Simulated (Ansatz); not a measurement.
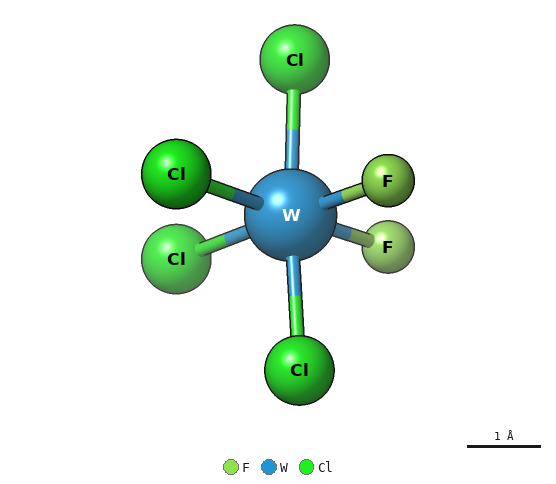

Distant atoms are faded towards the background colour. The species is neutral and a spin singlet. The computed structure is the end point of a PBE0-D4/def2-TZVP optimisation. Masses are those of the most abundant isotopes; constants are for the rigid equilibrium geometry.

Classify the rotor and give the rotational constants (MHz).

An asymmetric top (C2v): A = 1046, B = 849, C = 823 MHz. Ray's parameter κ is −0.77, nearer the prolate limit.
